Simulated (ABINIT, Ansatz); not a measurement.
# A GW chain in ABINIT: Sr2MgMoO6 (Fm-3m), part 2 of 2

How does a plane-wave GW calculation on Sr2MgMoO6 (Fm-3m) run from the first input to the gap?

ABINIT 10.8.3; LDA and many-body steps on it, plane waves. Known limits of the many-body steps: not at the basis limit; no spin-orbit coupling; coarse k mesh.

So far. Step 2 (Ground state): The gap is indirect, with the least direct gap 0.08 eV higher. Step 3 (Empty states on the mesh, 2×2×2 mesh, 272 bands): On this mesh the gap is 1.888 eV.

## 4. Screening, 2×2×2 mesh, 248 bands, screening to 176.9 eV

The RPA dielectric matrix is built and inverted for each q.

This step: RPA screening on LDA, plane waves, norm-conserving pseudopotentials.

run.abi reads:

```
acell 3*1.0 Angstrom
rprim 
  0.000000000000 4.001502000000 4.001502000000
  4.001502000000 0.000000000000 4.001502000000
  4.001502000000 4.001502000000 -0.000000000000
ntypat 4
znucl 38 12 42 8
natom 10
typat 1 1 2 3 4 4 4 4 4 4
xred 
  0.250000000000 0.250000000000 0.250000000000
  0.750000000000 0.750000000000 0.750000000000
  0.500000000000 0.500000000000 0.500000000000
  -0.000000000000 0.000000000000 0.000000000000
  0.757256000000 0.242744000000 0.242744000000
  0.242744000000 0.757256000000 0.757256000000
  0.242744000000 0.757256000000 0.242744000000
  0.757256000000 0.242744000000 0.757256000000
  0.242744000000 0.242744000000 0.757256000000
  0.757256000000 0.757256000000 0.242744000000
pp_dirpath "pseudos"
pseudos "Sr.upf, Mg.upf, Mo.upf, O.upf"
ecut 38
ngkpt 2 2 2
nshiftk 1
shiftk 0 0 0
kptopt 1
chksymbreak 0
istwfk *1
occopt 1
irdwfk 1
optdriver 3
nband 248
ecuteps 6.5
inclvkb 2
awtr 1
symchi 1
indata_prefix "in"
outdata_prefix "out"
tmpdata_prefix "tmp"
```

Run with:

```console
$ OMP_NUM_THREADS=1 mpirun -n 4 abinit run.abi > log
```

Numbers of over 12 decimals in the logs are rounded to 6 here.

What it wrote:

```text
.Version 10.8.3 of ABINIT. v10.8.2 released Aug 2026.

 Symmetries : space group Fm -3 m (#225); Bravais cF (face-center cubic)
[... echo of the input left out ...]
== DATASET  1 ==================================================================
-   mpi_nproc: 4, omp_nthreads: 1 (-1 if OMP is not activated)

--- !DatasetInfo
iteration_state: {dtset: 1, }
dimensions: {natom: 10, nkpt: 3, mband: 248, nsppol: 1, nspinor: 1, nspden: 1, mpw: 9721, }
cutoff_energies: {ecut:  38.0, pawecutdg:  -1.0, }
electrons: {nelect:   8.00000000E+01, charge:   0.00000000E+00, occopt:   1.00000000E+00, tsmear:   1.00000000E-02, }

 SCREENING: Calculation of the susceptibility and dielectric matrices

 Based on a program developped by R.W. Godby, V. Olevano, G. Onida, and L. Reining.
 Incorporated in ABINIT by V. Olevano, G.-M. Rignanese, and M. Torrent.
.Using double precision arithmetic ; gwpc =  8

[... cell and pseudopotentials left out ...]
--------------------------------------------------------------------------------

 ==== K-mesh for the wavefunctions ====
 Number of points in the irreducible wedge :     3
[... list of points left out ...]
 Together with 48 symmetry operations and time-reversal symmetry
 yields     8 points in the full Brillouin Zone.

 ==== Q-mesh for the screening function ====
 Number of points in the irreducible wedge :     3
[... list of points left out ...]
 Together with 48 symmetry operations and time-reversal symmetry
 yields     8 points in the full Brillouin Zone.

 setmesh: FFT mesh size selected  =    45x   45x   45
          total number of points  =        91125

 vcoul_init : cutoff-mode = AUXILIARY_FUNCTION
 q-points for optical limit:   1
     1)      0.000010    0.000020    0.000030

- screening: taking advantage of time-reversal symmetry
- Maximum band index for partially occupied states nbvw = 40
- Remaining bands to be divided among processors   nbcw = 208
- Number of bands treated by each node ~52

 Number of electrons calculated from density =   80.0000; Expected =   80.0000
 average of density, n =  0.092511
 r_s =    1.3716
 omega_plasma =   29.3395 [eV]

 calculating chi0 at frequencies [eV] :
  1    0.000000E+00    0.000000E+00
  2    0.000000E+00    2.933950E+01

--------------------------------------------------------------------------------
  q-point number  1        q = ( 0.000000, 0.000000, 0.000000) [r.l.u.]
--------------------------------------------------------------------------------
[... chi0 elements left out ...]
 For q-point:  0.000010 0.000020 0.000030
  dielectric constant =   6.0531
  dielectric constant without local fields =   7.7635

  Average fulfillment of the sum rule on Im[epsilon] for q-point    1 :     65.61  [%]
[... wings left out ...]
  q-point number  2        q = ( 0.500000, 0.000000, 0.000000) [r.l.u.]
--------------------------------------------------------------------------------
[... chi0 elements left out ...]
  Average fulfillment of the sum rule on Im[epsilon] for q-point    2 :     70.00  [%]

 [... 1 further q-points ...]
```

The job ended after 4.4 min (4 MPI ranks of Arm Neoverse N1, shared host; peak memory 2.6 GiB; 18 min of CPU time).

Numbers from this step:

```
ε∞ with local fields, on this mesh, along the program's q direction : 6.053
the same without local fields                                       : 7.763
plasma frequency                                                    : 29.34 eV
plane waves in the screening matrix                                 : 701
```

Local fields lower ε∞ by 22 %. On a Γ-centred mesh this coarse the value itself is usually too large, while a short band sum pulls it down.

## 5. Self-energy, 2×2×2 mesh, 248 bands, screening to 176.9 eV

The self-energy is evaluated for the states that the input lists, and the levels follow from it, in one-shot runs by the linearised quasiparticle equation.

This step: G0W0 on LDA, plane waves, norm-conserving pseudopotentials.

Changes to run.abi since step 4:

```diff
@@ -31,8 +31,17 @@
 irdwfk 1
-optdriver 3
+optdriver 4
 nband 248
+gwcalctyp 0
+ecutsigx 38
+symsigma 1
+nkptgw 2
+kptgw 
+  0.0000000000 0.0000000000 0.0000000000
+  0.5000000000 0.5000000000 0.0000000000
+bdgw 
+  38 43
+  38 43
 ecuteps 6.5
-inclvkb 2
-awtr 1
-symchi 1
+irdscr 1
+ppmodel 1
 indata_prefix "in"
```

What it wrote:

```text
.Version 10.8.3 of ABINIT. v10.8.2 released Aug 2026.

 Symmetries : space group Fm -3 m (#225); Bravais cF (face-center cubic)
[... echo of the input left out ...]
== DATASET  1 ==================================================================
-   mpi_nproc: 4, omp_nthreads: 1 (-1 if OMP is not activated)

--- !DatasetInfo
iteration_state: {dtset: 1, }
dimensions: {natom: 10, nkpt: 3, mband: 248, nsppol: 1, nspinor: 1, nspden: 1, mpw: 9721, }
cutoff_energies: {ecut:  38.0, pawecutdg:  -1.0, }
electrons: {nelect:   8.00000000E+01, charge:   0.00000000E+00, occopt:   1.00000000E+00, tsmear:   1.00000000E-02, }

 SIGMA: Calculation of the GW corrections

 Based on a program developped by R.W. Godby, V. Olevano, G. Onida, and L. Reining.
 Incorporated in ABINIT by V. Olevano, G.-M. Rignanese, and M. Torrent.
.Using double precision arithmetic ; gwpc =  8

[... cell and pseudopotentials left out ...]
--------------------------------------------------------------------------------

 ==== K-mesh for the wavefunctions ====
 Number of points in the irreducible wedge :     3
[... list of points left out ...]
 Together with 48 symmetry operations and time-reversal symmetry
 yields     8 points in the full Brillouin Zone.

 ==== Q-mesh for screening function ====
 Number of points in the irreducible wedge :     3
[... list of points left out ...]
 Together with 48 symmetry operations and time-reversal symmetry
 yields     8 points in the full Brillouin Zone.

 vcoul_init : cutoff-mode = AUXILIARY_FUNCTION
 q-points for optical limit:   1
     1)      0.000010    0.000020    0.000030
 setmesh: FFT mesh size selected  =    60x   60x   60
          total number of points  =       216000

 Number of electrons calculated from density =   80.0000; Expected =   80.0000
 average of density, n =  0.092511
 r_s =    1.3716
 omega_plasma =   29.3395 [eV]

 === KS Band Gaps ===
  >>>> For spin  1
   Minimum direct gap =   1.9664 [eV], located at k-point      :   0.5000  0.5000  0.0000
   Fundamental gap    =   1.8877 [eV], Top of valence bands at :   0.0000  0.0000  0.0000
                                       Bottom of conduction at :   0.5000  0.5000  0.0000
 SIGMA fundamental parameters:
 PLASMON POLE MODEL  1
 number of plane-waves for SigmaX                 9721
 number of plane-waves for SigmaC and W            701
 number of plane-waves for wavefunctions          9721
 number of bands                                   248
 number of independent spin polarizations            1
 number of spinorial components                      1
 number of k-points in IBZ                           3
 number of q-points in IBZ                           3
 number of symmetry operations                      48
 number of k-points in BZ                            8
 number of q-points in BZ                            8
 number of frequencies for dSigma/dE                 9
 frequency step for dSigma/dE [eV]                0.25
 number of omega for Sigma on real axis              0
 max omega for Sigma on real axis  [eV]           0.00
 zcut for avoiding poles [eV]                     0.10

 EPSILON^-1 parameters (SCR file):
 dimension of the eps^-1 matrix on file            701
 dimension of the eps^-1 matrix used               701
 number of plane-waves for wavefunctions          9721
 number of bands                                   248
 number of q-points in IBZ                           3
 number of frequencies                               2
 number of real frequencies                          1
 number of imag frequencies                          1

 matrix elements of self-energy operator (all in [eV])

 Perturbative Calculation

--- !SelfEnergy_ee
iteration_state: {dtset: 1, }
kpoint     : [   0.000,    0.000,    0.000, ]
spin       : 1
KS_gap     :    2.061
QP_gap     :    3.607
Delta_QP_KS:    1.546
data: !SigmaeeData |
     Band     E0 <VxcDFT>   SigX SigC(E0)      Z dSigC/dE  Sig(E)    E-E0       E
       38   5.832 -19.807 -24.455   4.682   0.767  -0.303 -19.781   0.026   5.857
       39   5.832 -19.807 -24.455   4.682   0.767  -0.303 -19.781   0.026   5.857
       40   5.832 -19.807 -24.455   4.682   0.767  -0.303 -19.781   0.026   5.857
       41   7.893 -18.025 -12.669  -3.392   0.800  -0.250 -16.453   1.571   9.464
       42   7.893 -18.025 -12.669  -3.392   0.800  -0.250 -16.453   1.571   9.464
       43   7.893 -18.025 -12.669  -3.392   0.800  -0.250 -16.453   1.571   9.464

--- !SelfEnergy_ee
iteration_state: {dtset: 1, }
kpoint     : [   0.500,    0.500,    0.000, ]
spin       : 1
KS_gap     :    1.966
QP_gap     :    3.521
Delta_QP_KS:    1.554
data: !SigmaeeData |
     Band     E0 <VxcDFT>   SigX SigC(E0)      Z dSigC/dE  Sig(E)    E-E0       E
       38   5.014 -19.553 -24.263   4.641   0.772  -0.296 -19.606  -0.053   4.961
       39   5.014 -19.553 -24.263   4.641   0.772  -0.296 -19.606  -0.053   4.961
       40   5.753 -19.630 -24.230   4.629   0.768  -0.302 -19.608   0.022   5.775
       41   7.720 -17.698 -12.015  -3.721   0.803  -0.245 -16.122   1.576   9.296
       42   8.834 -19.782 -14.394  -3.239   0.791  -0.265 -18.082   1.699  10.533
       43   8.834 -19.782 -14.394  -3.239   0.791  -0.265 -18.082   1.699  10.533

== END DATASET(S) ==============================================================
================================================================================

 -outvars: echo values of variables after computation  --------
           etotal      0.0000000000E+00
            nband         248
             nkpt           3
          spgroup         225
 [... the other variables as echoed above ...]

 Calculation completed.
```

The job ended after 2.1 min (4 MPI ranks; peak memory 2.2 GiB; 8.3 min of CPU time).

This step gave:

```yaml
g0w0_gap_on_the_points_computed: 3.439 eV
starting_gap_on_the_mesh: 1.888 eV
k_of_the_valence_top: 0, 0, 0
k_of_the_conduction_bottom: 0.5, 0.5, 0
z_at_the_valence_top: 0.767
z_at_the_conduction_bottom: 0.803
least_direct_g0w0_gap_on_the_computed_points: 3.521 eV
```

The gap on the mesh goes from 1.89 eV to 3.44 eV, a correction of +1.55 eV.

Limits: finite bands, cutoff and mesh; no spin-orbit coupling; coarse k mesh. v1 is the top filled band, c1 the lowest empty one. Levels before and after the correction, in eV, zero at the valence-band top of each column:

```
           conduction bottom  valence top
Kohn-Sham               1.89         0.00
     G0W0               3.44         0.00
```

|  | level | energy (eV) |
| --- | --- | --- |
| Kohn-Sham | Γ v3-v1 | 0.000 |
| Kohn-Sham | Γ c1-c3 | 2.061 |
| Kohn-Sham | (0.5 0.5 0) v3-v2 | -0.818 |
| Kohn-Sham | (0.5 0.5 0) v1 | -0.079 |
| Kohn-Sham | (0.5 0.5 0) c1 | 1.888 |
| Kohn-Sham | (0.5 0.5 0) c2-c3 | 3.002 |
| G0W0 | Γ v3-v1 | 0.000 |
| G0W0 | Γ c1-c3 | 3.607 |
| G0W0 | (0.5 0.5 0) v3-v2 | -0.896 |
| G0W0 | (0.5 0.5 0) v1 | -0.082 |
| G0W0 | (0.5 0.5 0) c1 | 3.439 |
| G0W0 | (0.5 0.5 0) c2-c3 | 4.676 |

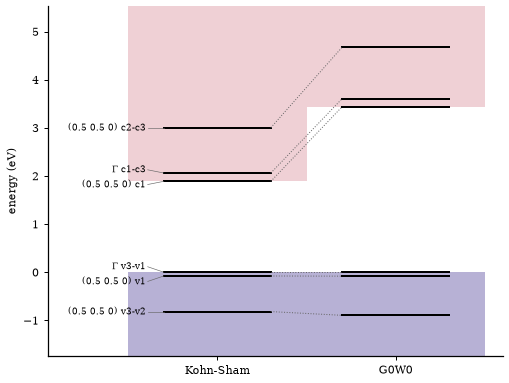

Levels before and after the correction. Shaded: valence and conduction bands.

## 6. Where the time went

Times are wall times on 4 MPI ranks of Arm Neoverse N1, shared host, good to a factor of about two.

```csv
step,time,share,memory (GiB)
ground state,2.2 min,16 %,0.5
empty states on the mesh,4.8 min,36 %,0.44
screening,4.4 min,33 %,2.6
self-energy,2.1 min,15 %,2.2
```

## 7. Summary of results

```
LDA gap              : 1.89 eV, indirect
G0W0 gap on the mesh : 3.44 eV
GW settings          : 2×2×2 mesh, 248 bands, screening to 176.9 eV, Godby-Needs plasmon pole
known limits         : not at the basis limit; no spin-orbit coupling; coarse k mesh
```

In words: G0W0 moves the gap on the mesh from 1.89 eV to 3.44 eV (+1.55 eV), with Z of 0.77 and 0.80 at the edges. Local fields lower the RPA ε∞ on this mesh from 7.76 to 6.05; a Γ-centred mesh this coarse tends to raise both, most where the direct gap is narrow, while a short band sum lowers them. Only 2 of the mesh's irreducible points were corrected, so a valley elsewhere could overtake. Bands and cutoff are finite, so the gap is not at the basis limit. The miss can reach some tenths of an eV and take either sign; the mesh is an error of its own. In the G0W0 run levels were corrected at 2 k points alone, so a gap called «on the mesh» is the least over those, and an edge elsewhere would be missed. The 2×2×2 mesh is coarse for this cell, which bears on the long-range parts of exchange and screening. The many-body steps are scalar-relativistic: spin-orbit coupling is not in them.

[Paths, hosts, dates, memory and timing lines, banners, echoed tables and standing remarks are left out of the program output.]

[Logs are printed without paths, hosts, clocks, repeated set-up lines and the standing remarks that a program may print on its own settings, such as how far it seeks lower states.]

[Runs of the session that timed out or met a known fault of the program may be left out.]

[Hosts, paths, dates, database ids (printed as entryN), source tags and the programs' standing remarks are cut or masked in the printed files.]

[G0W0 gaps are taken among the corrected bands and points alone; a level outside them can change the order at an edge.]

[Where Ansatz stands beside ABINIT at settings called matched, ABINIT's density can come from a denser mesh and the files from another edition; pairs whose starting gaps differed by over 0.03 eV were left out, so agreement reads better than it is.]
